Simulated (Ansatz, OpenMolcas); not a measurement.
**How basis sets differ on Si2H4OF2 (SMILES O[SiH](F)[SiH2]F)**

Si2H4OF2: 9 atoms, total charge 0, spin state singlet. As SMILES, `O[SiH](F)[SiH2]F`. The shape is that of a PBE0-D4/def2-TZVP optimisation. This is one conformer, not always the lowest.

Quantity: the HOMO–LUMO gap, in eV. The values are calculated.

```csv
level,kind,program,value (eV),CPU time
PBE/cc-pVDZ,GGA,Ansatz,5.14,5.4 s
PBE/def2-SVP,GGA,OpenMolcas,5.20,38 s
PBE/cc-pVTZ,GGA,Ansatz,5.03,12 s
PBE/pcseg-2,GGA,Ansatz,4.99,12 s
PBE/aug-cc-pVTZ,GGA,Ansatz,4.91,31 s
```

The values span 4.91 to 5.20 eV. Orbital gaps aren't excitation energies. CPU times are rough (shared hosts, several kinds of processor and program).

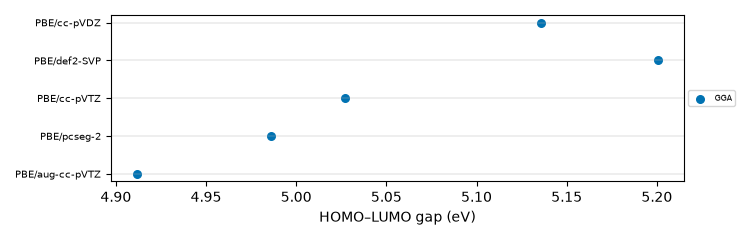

The values of the table, level by level.
